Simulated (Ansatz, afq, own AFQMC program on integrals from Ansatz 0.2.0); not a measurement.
**CH₄Si+ (doublet): AFQMC on the coupled-cluster ladder as a vertical ion, def2-TZVP**

How near does AFQMC come to the top of the ladder for CH₄Si+ (doublet)?

The runs use Ansatz 0.2.0, Gaussian basis, and an in-house AFQMC program (afq) on its integrals; all values are calculated; def2-TZVP, frozen cores.

To be run: PBE (unrestricted); r2SCAN (unrestricted); PBE0 (unrestricted); CCSD(T) on UHF; B3LYP (unrestricted); wB97M-V (unrestricted); B2PLYP (unrestricted); CCSDT(Q) on UHF; CCSD(T) on UHF; CCSD(T) on UHF; Phaseless AFQMC, CISD trial on UHF.

## (1) The geometry

The geometry is that of the parent species, a PBE0/def2-SVP stationary point (not a proven minimum); the ion is not relaxed.

6 atoms, charge 1, spin multiplicity 2.

Atoms are counted from 1 here; the program's logs count them from 0.

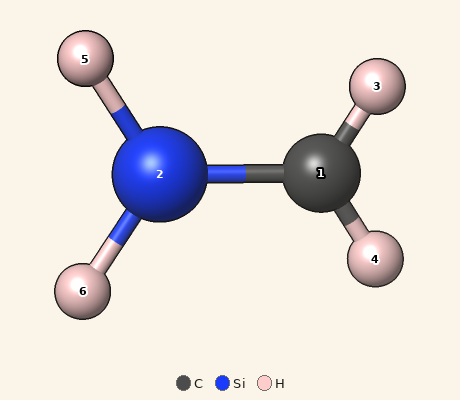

The geometry (carbon dark grey, silicon blue, hydrogen pink); atoms are numbered from 1 in the order of the file.

## (2) PBE (unrestricted)

File in.yaml:

```yaml
crystal:
  periodic: [false, false, false]
  atoms:
    - {symbol: C, position_ang: [-0.716076, -0.530225, -0.256553]}
    - {symbol: Si, position_ang: [0.602739, 0.446111, 0.215828]}
    - {symbol: H, position_ang: [-1.393632, -0.984849, 0.471776]}
    - {symbol: H, position_ang: [-0.937726, -0.740651, -1.306704]}
    - {symbol: H, position_ang: [0.914467, 0.739660, 1.638357]}
    - {symbol: H, position_ang: [1.530228, 1.069953, -0.762705]}
basis:
  gaussian: {orbitals: def2-TZVP}
total_charge: 1
magnetization: {spin_polarized: true, initial_magnetization: 1}
hamiltonian: {xc: {name: PBE}}
output: {orbitals: {seedname: orbitals}}
```

Started as:

```
$ ansatz run in.yaml --threads 1 --pin off --events-out ev --progress --plain --max-ram 8192MiB --backend cpu
```

The program printed:

```text
Functional definition: PBE
  name "PBE"
  cite "Perdew, Burke & Ernzerhof, Phys. Rev. Lett. 77, 3865 (1996) doi:10.1103/PhysRevLett.77.3865"
  parent pbe
  parameter kappa = 0.804
  parameter beta = 0.06672455060314922
  exchange = pbe_x(kappa = kappa, mu = beta*pi^2/3)
  correlation = pbe_c(beta = beta)
608 factors; their error is unknown
mean field evaluation 1: about -8934.9097 eV, gradient 7.1e1 eV
mean field evaluation 2: about -8769.3845 eV, gradient 1.2e2 eV
mean field evaluation 4: about -8960.7515 eV, gradient 2.0e1 eV
mean field evaluation 8: about -8964.1336 eV, gradient 6.6e-2 eV
mean field evaluation 16: about -8964.1170 eV, gradient 2.1e-5 eV
mean field -8964.11699237 eV, -329.4252233728 hartree, gradient 2.1e-5 eV, S^2 0.752911; 0 other end points of the search recorded, 0 dependent functions left out
reference -8964.11703026 eV, -329.4252247652 hartree; 12, 11 occupied and 80, 81 virtual orbitals, 608 factors
Total energy: -8964.11703026 eV, -329.4252247652 hartree
```

It took 1.3 s on 1 thread of AMD EPYC 7R13 (Zen 3), shared host; peak memory 1.8 GiB.

From the report: ⟨S²⟩ of the determinant 0.753 (pure doublet: 0.75).

## (3) r2SCAN (unrestricted)

in.yaml, as its differences from that of step 2:

```diff
@@ -13,3 +13,2 @@
 magnetization: {spin_polarized: true, initial_magnetization: 1}
-hamiltonian: {xc: {name: PBE}}
-output: {orbitals: {seedname: orbitals}}
+hamiltonian: {xc: {name: r2SCAN}}
```

Same command.

The program printed:

```text
Functional definition: r2SCAN
  name "r2SCAN"
  cite "Furness, Kaplan, Ning, Perdew & Sun, J. Phys. Chem. Lett. 11, 8208 (2020) doi:10.1021/acs.jpclett.0c02405"
  cite "Furness, Kaplan, Ning, Perdew & Sun, J. Phys. Chem. Lett. 11, 9248 (2020) doi:10.1021/acs.jpclett.0c03077"
  parent r2scan
  parameter k0 = 0.174
  parameter k1 = 0.065
  parameter a1 = 4.9479
  exchange = r2scan_x(k0 = k0, k1 = k1, a1 = a1)
  correlation = r2scan_c
608 factors; their error is unknown
mean field evaluation 1: about -8942.7866 eV, gradient 6.4e1 eV
mean field evaluation 2: about -8808.2771 eV, gradient 1.1e2 eV
mean field evaluation 4: about -8968.1084 eV, gradient 7.1e0 eV
mean field evaluation 8: about -8968.4971 eV, gradient 1.5e-1 eV
mean field evaluation 16: about -8968.4795 eV, gradient 1.4e-4 eV
mean field -8968.47947057 eV, -329.5855414899 hartree, gradient 3.1e-5 eV, S^2 0.755352; 0 other end points of the search recorded, 0 dependent functions left out
reference -8968.47948376 eV, -329.5855419746 hartree; 12, 11 occupied and 80, 81 virtual orbitals, 608 factors
Total energy: -8968.47948376 eV, -329.5855419746 hartree
```

Run time: 2.8 s. Hardware: 1 thread of AMD EPYC 7R13 (Zen 3), shared host; peak memory 1.8 GiB.

From the report: ⟨S²⟩ of the determinant 0.755 (pure doublet: 0.75).

## (4) PBE0 (unrestricted)

in.yaml, as its differences from that of step 3:

```diff
@@ -13,2 +13,3 @@
 magnetization: {spin_polarized: true, initial_magnetization: 1}
-hamiltonian: {xc: {name: r2SCAN}}
+hamiltonian: {xc: {name: PBE0}}
+output: {orbitals: {seedname: orbitals}}
```

Launched as before.

The program printed:

```text
Functional definition: PBE0
  name "PBE0"
  cite "Adamo & Barone, J. Chem. Phys. 110, 6158 (1999) doi:10.1063/1.478522"
  cite "Perdew, Burke & Ernzerhof, Phys. Rev. Lett. 77, 3865 (1996) doi:10.1103/PhysRevLett.77.3865"
  parent pbe
  parameter a = 0.25
  parameter kappa = 0.804
  parameter beta = 0.06672455060314922
  exchange = (1 - a)*pbe_x(kappa = kappa, mu = beta*pi^2/3) + a*exact_x
  correlation = pbe_c(beta = beta)
624 factors; their error is unknown
mean field evaluation 1: about -8942.0039 eV, gradient 6.1e1 eV
mean field evaluation 2: about -8846.0491 eV, gradient 9.7e1 eV
mean field evaluation 4: about -8963.7703 eV, gradient 1.3e1 eV
mean field evaluation 8: about -8965.1442 eV, gradient 1.9e-1 eV
mean field evaluation 16: about -8965.1720 eV, gradient 2.6e-4 eV
mean field -8965.17199353 eV, -329.4639939504 hartree, gradient 4.6e-5 eV, S^2 0.753360; 0 other end points of the search recorded, 0 dependent functions left out
reference -8965.17202183 eV, -329.4639949905 hartree; 12, 11 occupied and 80, 81 virtual orbitals, 624 factors
Total energy: -8965.17202183 eV, -329.4639949905 hartree
```

Run time: 1.4 s. Hardware: 1 thread of AMD EPYC 7R13 (Zen 3), shared host; peak memory 1.8 GiB.

From the report: ⟨S²⟩ of the determinant 0.753 (pure doublet: 0.75).

## (5) CCSD(T) on UHF

in.yaml, as its differences from that of step 4:

```diff
@@ -13,3 +13,2 @@
 magnetization: {spin_polarized: true, initial_magnetization: 1}
-hamiltonian: {xc: {name: PBE0}}
-output: {orbitals: {seedname: orbitals}}
+correlation: {method: ccsd_t, electrons: outside_noble_gas, hamiltonian_folder: ham}
```

Started as:

```
$ ansatz run in.yaml --threads 1 --pin off --events-out ev --progress --plain --max-ram 24576MiB --backend cuda --devices 0, --max-vram 18GiB
```

The program printed (excerpt; [...] marks lines left out):

```text
Functional definition: HF
  name "HF"
  cite "Fock, Z. Phys. 61, 126 (1930) doi:10.1007/BF01340294"
  parent pbe
[...]
617 factors; integrals over basis functions are off by at most 1.2e-3 eV
[...]
mean field -8947.59138483 eV, -328.8179184972 hartree, gradient 1.7e-6 eV, S^2 0.757177; 0 other end points of the search recorded, 0 dependent functions left out
6 core orbitals not correlated: weight in the atoms' cores, before any rotation towards them, 1.000 or more for the frozen orbitals, at most 0.000 for the correlated occupied ones
reference -8947.59138483 eV, -328.8179184972 hartree; 6, 5 occupied and 80, 81 virtual orbitals, 617 factors
second order -6.16703713 eV of doubles, -0.00000000 eV of singles
cycle   1  -6.88978197 eV  change   -7.2e-1 eV  update   6.0e-2
[...]
cycle  10  -7.16554969 eV  change    1.1e-6 eV  update   5.7e-6
perturbative correction -0.21407136 eV, -0.0078669774 hartree
Total energy: -8954.97100589 eV, -329.0891145689 hartree
```

Wall time 7 s (1 × NVIDIA H100 80GB HBM3 with 1 thread of AMD EPYC 7R13 (Zen 3), shared host); peak host memory 1.8 GiB.

From the report: ⟨S²⟩ of the determinant 0.757 (pure doublet: 0.75); correlation -7.3796 eV; T1 0.012; largest double amplitude 0.04.

This run also writes the integrals to the folder ham.

## (6) B3LYP (unrestricted)

in.yaml, as its differences from that of step 5:

```diff
@@ -13,2 +13,2 @@
 magnetization: {spin_polarized: true, initial_magnetization: 1}
-correlation: {method: ccsd_t, electrons: outside_noble_gas, hamiltonian_folder: ham}
+hamiltonian: {xc: {name: B3LYP}}
```

Started as:

```
$ ansatz run in.yaml --threads 1 --pin off --events-out ev --progress --plain --max-ram 8192MiB --backend cpu
```

The program printed (excerpt; [...] marks lines left out):

```text
Functional definition: B3LYP
  name "B3LYP"
  cite "Stephens, Devlin, Chabalowski & Frisch, J. Phys. Chem. 98, 11623 (1994) doi:10.1021/j100096a001"
  cite "Becke, Phys. Rev. A 38, 3098 (1988) doi:10.1103/PhysRevA.38.3098"
  cite "Lee, Yang & Parr, Phys. Rev. B 37, 785 (1988) doi:10.1103/PhysRevB.37.785"
  cite "Vosko, Wilk & Nusair, Can. J. Phys. 58, 1200 (1980) doi:10.1139/p80-159"
[...]
617 factors; their error is unknown
[...]
mean field -8970.68545926 eV, -329.6666100789 hartree, gradient 3.7e-5 eV, S^2 0.752415; 0 other end points of the search recorded, 0 dependent functions left out
reference -8970.68568197 eV, -329.6666182632 hartree; 12, 11 occupied and 80, 81 virtual orbitals, 617 factors
Total energy: -8970.68568197 eV, -329.6666182632 hartree
```

Wall time 1.6 s (1 thread of AMD EPYC 7R13 (Zen 3), shared host); peak memory 1.8 GiB.

From the report: ⟨S²⟩ of the determinant 0.752 (pure doublet: 0.75).

## (7) wB97M-V (unrestricted)

in.yaml, as its differences from that of step 6:

```diff
@@ -13,2 +13,3 @@
 magnetization: {spin_polarized: true, initial_magnetization: 1}
-hamiltonian: {xc: {name: B3LYP}}
+hamiltonian: {xc: {name: wB97M-V}}
+output: {orbitals: {seedname: orbitals}}
```

Same command.

The program printed (excerpt; [...] marks lines left out):

```text
Functional definition: wB97M-V
  name "wB97M-V"
  cite "Mardirossian & Head-Gordon, J. Chem. Phys. 144, 214110 (2016) doi:10.1063/1.4952647"
  cite "Becke, J. Chem. Phys. 107, 8554 (1997) doi:10.1063/1.475007"
  cite "Vydrov & Van Voorhis, J. Chem. Phys. 133, 244103 (2010) doi:10.1063/1.3521275"
  # Of w^i u^j: cxij and so on, Table III.
[...]
  gx(w, u) = 1 - cx + cx01*u + cx10*w
  gss(w, u) = css00 + css04*u^4 + css10*w + css20*w^2 + css43*w^4*u^3
  gos(w, u) = cos00 + cos10*w + (cos20 + cos21*u)*w^2 + (cos60 + cos61*u)*w^6
[...]
      + integral(e_c_pw_mod_opposite_spin*gos(b97_w_opposite, b97_u_opposite)) + vv10(b, c)
608 factors; their error is unknown
175 factors; integrals over basis functions are off by at most 1.2e-5 eV
[...]
mean field -8968.52844931 eV, -329.5873414251 hartree, gradient 6.6e-5 eV, S^2 0.752022; 0 other end points of the search recorded, 0 dependent functions left out
reference -8968.52849133 eV, -329.5873429693 hartree; 12, 11 occupied and 80, 81 virtual orbitals, 608 factors
Total energy: -8968.52849133 eV, -329.5873429693 hartree
```

Run time: 4.7 s. Hardware: 1 thread of AMD EPYC 7R13 (Zen 3), shared host; peak memory 1.8 GiB.

From the report: ⟨S²⟩ of the determinant 0.752 (pure doublet: 0.75).

## (8) B2PLYP (unrestricted)

in.yaml, as its differences from that of step 7:

```diff
@@ -13,3 +13,3 @@
 magnetization: {spin_polarized: true, initial_magnetization: 1}
-hamiltonian: {xc: {name: wB97M-V}}
-output: {orbitals: {seedname: orbitals}}
+hamiltonian: {xc: {name: B2PLYP}}
+correlation: {electrons: outside_noble_gas}
```

Same command.

The program printed (excerpt; [...] marks lines left out):

```text
Functional definition: B2PLYP
  name "B2PLYP"
  cite "Grimme, J. Chem. Phys. 124, 034108 (2006) doi:10.1063/1.2148954"
  cite "Becke, Phys. Rev. A 38, 3098 (1988) doi:10.1103/PhysRevA.38.3098"
  cite "Lee, Yang & Parr, Phys. Rev. B 37, 785 (1988) doi:10.1103/PhysRevB.37.785"
[...]
617 factors; integrals over basis functions are off by at most 1.2e-3 eV
[...]
mean field -8963.45382219 eV, -329.4008523183 hartree, gradient 2.9e-6 eV, S^2 0.753672; 1 other end points of the search recorded, 0 dependent functions left out
6 core orbitals not correlated: weight in the atoms' cores, before any rotation towards them, 1.000 or more for the frozen orbitals, at most 0.000 for the correlated occupied ones
reference -8963.45396267 eV, -329.4008574807 hartree; 6, 5 occupied and 80, 81 virtual orbitals, 617 factors
second order -7.58162028 eV of doubles, -0.00000000 eV of singles
Total energy: -8965.50100014 eV, -329.4760847204 hartree
```

Wall time 3.5 s (1 thread of AMD EPYC 7R13 (Zen 3), shared host); peak memory 1.8 GiB.

From the report: ⟨S²⟩ of the determinant 0.754 (pure doublet: 0.75).

## (9) CCSDT(Q) on UHF

in.yaml, as its differences from that of step 8:

```diff
@@ -13,3 +13,2 @@
 magnetization: {spin_polarized: true, initial_magnetization: 1}
-hamiltonian: {xc: {name: B2PLYP}}
-correlation: {electrons: outside_noble_gas}
+correlation: {method: ccsdt_q, electrons: outside_noble_gas}
```

Started as:

```
$ ansatz run in.yaml --threads 1 --pin off --events-out ev --progress --plain --max-ram 24576MiB --backend cuda --devices 0, --max-vram 18GiB
```

The program printed (excerpt; [...] marks lines left out):

```text
Functional definition: HF
  name "HF"
  cite "Fock, Z. Phys. 61, 126 (1930) doi:10.1007/BF01340294"
  parent pbe
[...]
1285 factors; integrals over basis functions are off by at most 2.3e-7 eV
[...]
mean field -8947.59139513 eV, -328.8179188758 hartree, gradient 1.4e-6 eV, S^2 0.757177; 0 other end points of the search recorded, 0 dependent functions left out
6 core orbitals not correlated: weight in the atoms' cores, before any rotation towards them, 1.000 or more for the frozen orbitals, at most 0.000 for the correlated occupied ones
reference -8947.59139513 eV, -328.8179188758 hartree; 6, 5 occupied and 80, 81 virtual orbitals, 1285 factors
second order -6.16707589 eV of doubles, -0.00000000 eV of singles
cycle   1  -6.88976357 eV  change   -7.2e-1 eV  update   7.0e-2
[...]
cycle  15  -7.40732627 eV  change   -1.0e-7 eV  update   4.6e-7
perturbative correction -0.00781243 eV, -0.0002871016 hartree
Total energy: -8955.00653384 eV, -329.0904201971 hartree
```

It took 17 s on 1 × NVIDIA H100 80GB HBM3 with 1 thread of AMD EPYC 7R13 (Zen 3), shared host; peak host memory 1.8 GiB.

From the report: ⟨S²⟩ of the determinant 0.757 (pure doublet: 0.75); correlation -7.4151 eV; T1 0.013; largest double amplitude 0.04.

## (10) CCSD(T) on UHF

in.yaml, as its differences from that of step 9:

```diff
@@ -10,5 +10,5 @@
 basis:
-  gaussian: {orbitals: def2-TZVP}
+  gaussian: {orbitals: def2-TZVPP}
 total_charge: 1
 magnetization: {spin_polarized: true, initial_magnetization: 1}
-correlation: {method: ccsdt_q, electrons: outside_noble_gas}
+correlation: {method: ccsd_t, electrons: outside_noble_gas}
```

Same command.

The program printed (excerpt; [...] marks lines left out):

```text
Functional definition: HF
  name "HF"
  cite "Fock, Z. Phys. 61, 126 (1930) doi:10.1007/BF01340294"
  parent pbe
[...]
733 factors; integrals over basis functions are off by at most 1.1e-3 eV
[...]
mean field -8947.62131449 eV, -328.8190183919 hartree, gradient 3.1e-6 eV, S^2 0.757215; 0 other end points of the search recorded, 0 dependent functions left out
6 core orbitals not correlated: weight in the atoms' cores, before any rotation towards them, 1.000 or more for the frozen orbitals, at most 0.000 for the correlated occupied ones
reference -8947.62131449 eV, -328.8190183919 hartree; 6, 5 occupied and 117, 118 virtual orbitals, 733 factors
second order -6.46616120 eV of doubles, -0.00000000 eV of singles
cycle   1  -7.15374127 eV  change   -6.9e-1 eV  update   5.9e-2
[...]
cycle  10  -7.42523472 eV  change    2.6e-6 eV  update   5.8e-6
perturbative correction -0.22454096 eV, -0.0082517282 hartree
Total energy: -8955.27109018 eV, -329.1001424632 hartree
```

Run time: 3.1 s. Hardware: 1 × NVIDIA H100 80GB HBM3 with 1 thread of AMD EPYC 7R13 (Zen 3), shared host; peak host memory 1.8 GiB.

From the report: ⟨S²⟩ of the determinant 0.757 (pure doublet: 0.75); correlation -7.6498 eV; T1 0.012; largest double amplitude 0.04.

## (11) CCSD(T) on UHF

in.yaml, as its differences from that of step 10:

```diff
@@ -10,3 +10,3 @@
 basis:
-  gaussian: {orbitals: def2-TZVPP}
+  gaussian: {orbitals: "def2-QZVPP.json"}
 total_charge: 1
```

Launched as before.

The program printed (excerpt; [...] marks lines left out):

```text
Functional definition: HF
  name "HF"
  cite "Fock, Z. Phys. 61, 126 (1930) doi:10.1007/BF01340294"
  parent pbe
[...]
1443 factors; integrals over basis functions are off by at most 8.0e-4 eV
[...]
mean field -8947.91910712 eV, -328.8299620692 hartree, gradient 2.3e-6 eV, S^2 0.757368; 0 other end points of the search recorded, 0 dependent functions left out
6 core orbitals not correlated: weight in the atoms' cores, before any rotation towards them, 1.000 or more for the frozen orbitals, at most 0.000 for the correlated occupied ones
reference -8947.91910712 eV, -328.8299620692 hartree; 6, 5 occupied and 235, 236 virtual orbitals, 1443 factors
second order -6.92263884 eV of doubles, -0.00000000 eV of singles
cycle   1  -7.51867745 eV  change   -6.0e-1 eV  update   5.8e-2
[...]
cycle  10  -7.79172246 eV  change    7.3e-6 eV  update   6.1e-6
perturbative correction -0.24928279 eV, -0.0091609737 hartree
Total energy: -8955.96011238 eV, -329.1254635620 hartree
```

Run time: 6 s. Hardware: 1 × NVIDIA H100 80GB HBM3 with 1 thread of AMD EPYC 7R13 (Zen 3), shared host; peak host memory 1.8 GiB.

From the report: ⟨S²⟩ of the determinant 0.757 (pure doublet: 0.75); correlation -8.0410 eV; T1 0.012; largest double amplitude 0.03.

## (12) Phaseless AFQMC, CISD trial on UHF

It reads the integrals that the CCSD(T) run on this determinant wrote.

Started as:

```
$ afq ham --method phaseless --trial cisd --walkers 1600 --populations 20 --least-time 60 --time-step 0.005 --steps-per-block 50 --equilibration-blocks 28 --max-blocks 4000 --target-error 0.0002 --factor-cut 1e-05 --start spin_pure --seed 6088 --release-times 0.24,0.51,0.99,1.62,2.4 --release-step 0.03 --release-every 3 --taylor-order 6
```

The program printed:

```text
orbitals 86  electrons 6 5  factors 613 of 617
reference energy -328.81791850 Eh
CCSD correlation -0.26332912 Eh in 10 cycles, weight of the determinant in the CISD state 0.8905
energy of the start -329.081028 Eh
 block  time / (1/Eh)  mean weight  energy / Eh
     1     0.250  0.9998  -329.078316
     2     0.500  0.9998  -329.081240
     3     0.750  1.0001  -329.084074
     4     1.000  1.0002  -329.086273
     5     1.250  0.9996  -329.086942
     6     1.500  1.0000  -329.087128
     7     1.750  1.0001  -329.088629
     8     2.000  1.0003  -329.088712
     9     2.250  0.9994  -329.089111
    10     2.500  0.9998  -329.089009
    11     2.750  1.0001  -329.088481
    12     3.000  0.9999  -329.089257
    13     3.250  1.0000  -329.090154
    14     3.500  1.0000  -329.089937
    15     3.750  1.0001  -329.089541
    16     4.000  1.0000  -329.089956
    17     4.250  0.9999  -329.090216
    18     4.500  1.0006  -329.090014
    19     4.750  1.0001  -329.090534
    20     5.000  0.9992  -329.090228
    21     5.250  0.9992  -329.091127
    22     5.500  0.9998  -329.090912
    23     5.750  0.9998  -329.089781
    24     6.000  1.0001  -329.089307
    25     6.250  1.0000  -329.089517
    26     6.500  1.0002  -329.090413
    27     6.750  0.9997  -329.090157
    28     7.000  0.9999  -329.090105
    29     7.250  1.0003  -329.090490
    30     7.500  0.9988  -329.090568
    31     7.750  1.0000  -329.090210
    32     8.000  1.0002  -329.090052
    33     8.250  0.9995  -329.090418
    34     8.500  0.9997  -329.090517
    35     8.750  1.0006  -329.090649
    36     9.000  0.9998  -329.090803
    37     9.250  1.0003  -329.089411
    38     9.500  0.9998  -329.089174
    39     9.750  1.0003  -329.090154
    40    10.000  1.0002  -329.090215
    41    10.250  0.9997  -329.090044
    42    10.500  0.9998  -329.090196
    43    10.750  0.9996  -329.090233
    44    11.000  0.9998  -329.091584
    45    11.250  1.0003  -329.091359
    46    11.500  0.9995  -329.090539
    47    11.750  0.9997  -329.090864
    48    12.000  0.9992  -329.089805
    49    12.250  0.9997  -329.089197
    50    12.500  1.0004  -329.090184
    51    12.750  1.0002  -329.089562
    52    13.000  0.9998  -329.090490
    53    13.250  1.0004  -329.091044
    54    13.500  1.0003  -329.089764
    55    13.750  0.9998  -329.089934
    56    14.000  0.9994  -329.088872
    57    14.250  1.0001  -329.090500
    58    14.500  0.9997  -329.089242
    59    14.750  1.0000  -329.090022
    60    15.000  1.0002  -329.089969
    61    15.250  0.9996  -329.091007
    62    15.500  0.9991  -329.089548
    63    15.750  1.0000  -329.089779
    64    16.000  1.0001  -329.090078
    65    16.250  1.0004  -329.090262
    66    16.500  0.9997  -329.090370
    67    16.750  1.0002  -329.089483
    68    17.000  1.0001  -329.090325
    69    17.250  1.0001  -329.089419
    70    17.500  1.0001  -329.090678
    71    17.750  1.0001  -329.089470
    72    18.000  1.0002  -329.089492
    73    18.250  1.0006  -329.089716
    74    18.500  0.9996  -329.090137
    75    18.750  0.9996  -329.091057
    76    19.000  0.9996  -329.090718
    77    19.250  1.0005  -329.091175
    78    19.500  1.0003  -329.089724
error from the spread of 20 populations
released: time / (1/Eh)  energy / Eh  error  mean overlap
  0.24  -329.090340  0.000169  0.9961
  0.51  -329.090368  0.000157  0.9939
  0.99  -329.090633  0.000159  0.9922
  1.62  -329.090538  0.000205  0.9899
  2.40  -329.090466  0.000312  0.9936
energy -329.090170 +/- 0.000153 Eh
```

Run time: 58 s. Hardware: 1 × NVIDIA H100 80GB HBM3 with 2 threads of AMD EPYC 7R13 (Zen 3), shared host; peak host memory 1.9 GiB.

Energy -8954.9997 ± 0.0042 eV. Caveats: constraint bias not in the error.

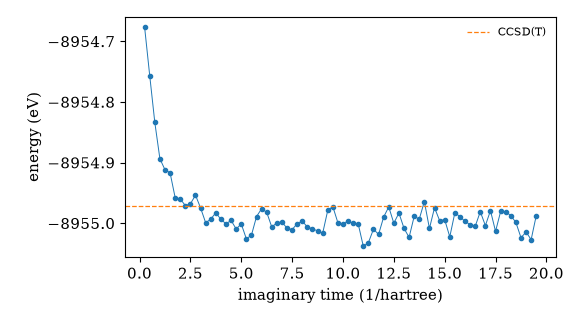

Block energies along the walk.

## (13) AFQMC on the ladder

On the UHF determinant, counted from CCSDT(Q) (a yardstick, not exact):

| level | energy (eV) | from CCSDT(Q) (meV) | statistical error (meV) | time |
| --- | --- | --- | --- | --- |
| HF | -8947.5914 | +7415.1 |  |  |
| MP2 | -8953.7584 | +1248.1 |  |  |
| CCSD | -8954.7569 | +249.6 |  |  |
| CCSD(T) | -8954.9710 | +35.5 |  |  |
| CCSDT(Q) | -8955.0065 | 0.0 |  |  |
| Phaseless AFQMC, CISD trial, step 0.005, 1600 walkers | -8954.9997 | +6.8 | 4.2 | 58 s |

The functionals' totals stand on their own zeros and serve differences with other points: PBE -8964.117 eV; r2SCAN -8968.479 eV; PBE0 -8965.172 eV; B3LYP -8970.686 eV; wB97M-V -8968.528 eV; B2PLYP -8965.501 eV.

## (14) Results

| quantity | value |
| --- | --- |
| CCSD(T) on UHF from CCSDT(Q) | +35.5 meV |
| Phaseless AFQMC, CISD trial on UHF from CCSDT(Q) | +6.8 ± 4.2 meV |

**Reading.** On UHF the phaseless walk with the CISD trial lies +6.8 meV from CCSDT(Q), within three error bars. Error bars are statistical and leave out the constraint, the time step and what remains of the start.
